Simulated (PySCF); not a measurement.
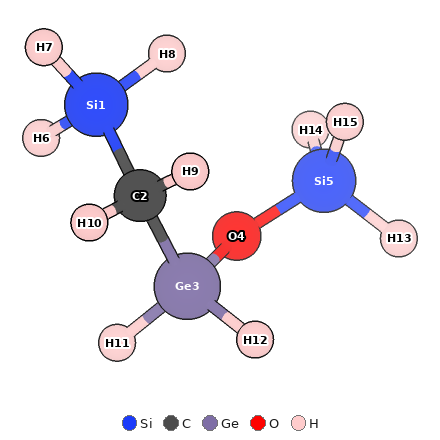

CH₁₀GeOSi₂, SMILES [SiH3][CH2][GeH2][O][SiH3], singlet. Vertical core-electron binding energies by ΔSCF (SCAN, pcX-2 on the ionised atom, pcseg-1 elsewhere, spin-free X2C; PySCF 2.14.0, at a PBE0-D3(BJ)/def2-SVP geometry (no frequency check)), gas phase, against the vacuum level. One atom of each kind was ionised; within a panel, areas follow the number of like atoms and 2j + 1 (2p levels are split by first-order spin-orbit coupling, an approximation), Gaussians of 0.8 eV full width. Only the regions named are shown. Lines closer than the width merge in the curve. The order of lines from different atoms under 0.3 eV apart is within the error of the method.

### Predict the Si 2p photoelectron lines.

```csv
level,atoms,binding energy (eV)
Si 2p1/2,Si5,107.8
Si 2p1/2,Si1,107.3
Si 2p3/2,Si5,107.2
Si 2p3/2,Si1,106.7
```

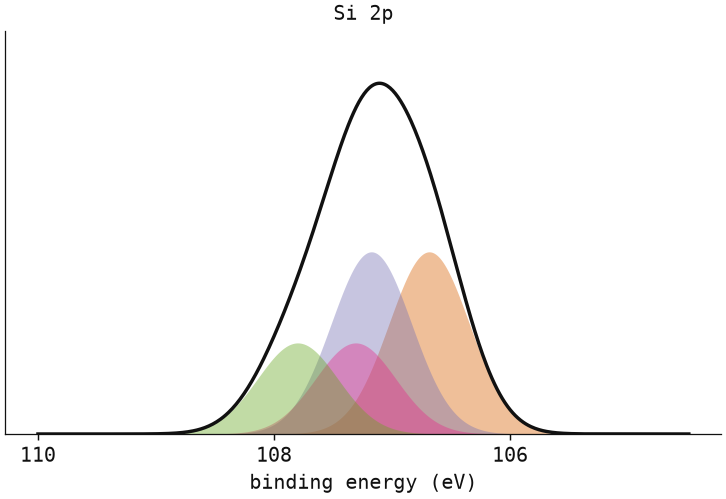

Caveats: one conformer of a flexible molecule.
